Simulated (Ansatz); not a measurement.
The reference is HfO2 in the fluorite structure (space group Fm-3m, No. 225; a = 5.0589 Å).

One thing is altered: full substitution Hf → Zr; the structure is relaxed again.

All numbers come from r2SCAN/PAW in Ansatz (an electronic-structure program), no SOC, earlier PAW set.

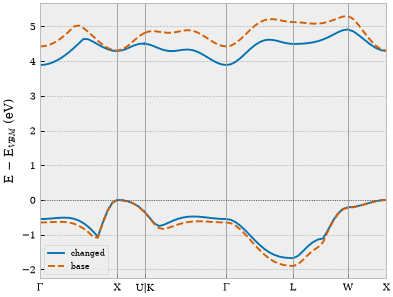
Figure. Highest valence and lowest conduction band along the path, each from its own valence-band maximum

Task: Read the changed gap and its character from the plot.

Result: About 3.9 eV, indirect, X → Γ.

Spin-orbit coupling, missing from the scalar runs, can matter with Hf. No phonon test of stability was made. This is not the structure that ZrO2 has at room temperature and ambient pressure. This is not the structure that HfO2 has at room temperature and ambient pressure.
